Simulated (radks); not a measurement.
**Polarisabilities and dispersion coefficients of Tc²⁺, Cd⁺, N and others**

Aim: static dipole polarisabilities and C6 coefficients, each species in its NIST ground configuration. After each ground state the linear response is solved; its values go to the run's result record, not to the log. Response by self-consistent Sternheimer equations with the Hartree and adiabatic LDA kernel.

Program: radks (a radial shooting solver on a logarithmic mesh, Libxc functionals) version 1. Level of theory: non-relativistic Kohn-Sham, LDA (Slater exchange, Perdew-Wang correlation), spin-polarised, spherical densities, point nucleus; open shells are filled with parallel spins first. These are calculated values, not measurements, unless marked.

### Step 1. The atom as given

```
species : Tc²⁺ ([Kr] 4d5), Cd⁺ ([Kr] 4d10 5s1), N ([He] 2s2 2p3), Ca²⁺ ([Ar]), O ([He] 2s2 2p4), I ([Kr] 4d10 5s2 5p5), Al ([Ne] 3s2 3p1), Tc⁺ ([Kr] 4d5 5s1)
```

### Step 2. Tc²⁺, [Kr] 4d5

Settings of this run:

```text
Z 43
configuration [Kr] 4d5
relativity non-relativistic
functional lda,pw
spin polarised
nucleus point
response adiabatic LDA kernel
```

### Step 3. Cd⁺, [Kr] 4d10 5s1

Settings, as their differences from step 2:

```diff
@@ -1,3 +1,3 @@
-Z 43
-configuration [Kr] 4d5
+Z 48
+configuration [Kr] 4d10 5s1
 relativity non-relativistic
```

### Step 4. N, [He] 2s2 2p3

Settings of this run:

```text
Z 7
configuration [He] 2s2 2p3
relativity non-relativistic
functional lda,pw
spin polarised
nucleus point
response adiabatic LDA kernel
```

### Step 5. Ca²⁺, [Ar]

Settings of this run:

```text
Z 20
configuration [Ar]
relativity non-relativistic
functional lda,pw
spin polarised
nucleus point
response adiabatic LDA kernel
```

### Step 6. O, [He] 2s2 2p4

Settings, as their differences from step 5:

```diff
@@ -1,3 +1,3 @@
-Z 20
-configuration [Ar]
+Z 8
+configuration [He] 2s2 2p4
 relativity non-relativistic
```

### Step 7. I, [Kr] 4d10 5s2 5p5

Settings of this run:

```text
Z 53
configuration [Kr] 4d10 5s2 5p5
relativity non-relativistic
functional lda,pw
spin polarised
nucleus point
response adiabatic LDA kernel
```

### Step 8. Al, [Ne] 3s2 3p1

Settings of this run:

```text
Z 13
configuration [Ne] 3s2 3p1
relativity non-relativistic
functional lda,pw
spin polarised
nucleus point
response adiabatic LDA kernel
```

### Step 9. Tc⁺, [Kr] 4d5 5s1

Settings of this run:

```text
Z 43
configuration [Kr] 4d5 5s1
relativity non-relativistic
functional lda,pw
spin polarised
nucleus point
response adiabatic LDA kernel
```

Q: Predict the outcome of this session. Wanted: for each run, species; −ε(HOMO); α; α uncoupled; C6; C8; recommended α.

As calculated:

| species | −ε(HOMO) (eV) | α (bohr³) | α uncoupled (bohr³) | C6 (hartree bohr⁶) | C8 (hartree bohr⁸) | recommended α (bohr³) |
| --- | --- | --- | --- | --- | --- | --- |
| Tc²⁺ | 24.208 | 8.818 | 12.55 | 47.34 | - | - |
| Cd⁺ | 13.085 | 24.43 | 38.09 | 142.5 | 4268 | - |
| N | 8.395 | 8.192 | 10.18 | 28.01 | - | 7.4 |
| Ca²⁺ | 43.119 | 3.351 | 5.273 | 11.12 | 143.0 | - |
| O | 7.414 | 5.995 | 7.154 | 18.13 | - | 5.3 |
| I | 7.014 | 34.19 | 56.03 | 373.3 | - | 32.9 |
| Al | 3.021 | 65.71 | 96.04 | 578.5 | - | 57.8 |
| Tc⁺ | 11.952 | 35.88 | 57.09 | 260.7 | - | - |

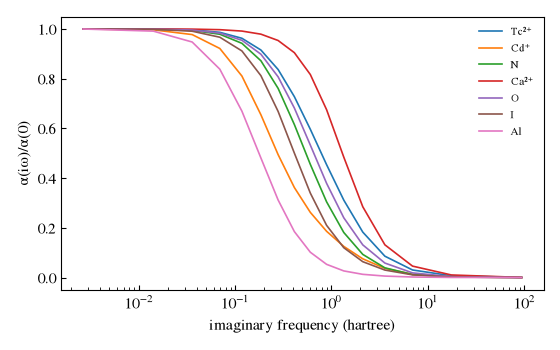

Polarisability at imaginary frequency, each scaled by its static value.

**Reading.** Uncoupled leaves out the potential induced by the response; C6 and C8 are for like pairs. Al is the most polarisable and Ca²⁺ the least, a factor 19.6 apart. For the pair Al–Ca²⁺ the Casimir-Polder integral gives C6 = 55.34, the rule 2·Ca·Cb/(Ca·αb/αa + Cb·αa/αb) on the like-pair values 51.96. Against the recommended values (Schwerdtfeger and Nagle, 2023 table) the misses are N +11 %, O +13 %, I +4 %, Al +14 %. C8 is given only where no p, d or f shell is open. For heavy and open-shell atoms this level can miss by tens of per cent.
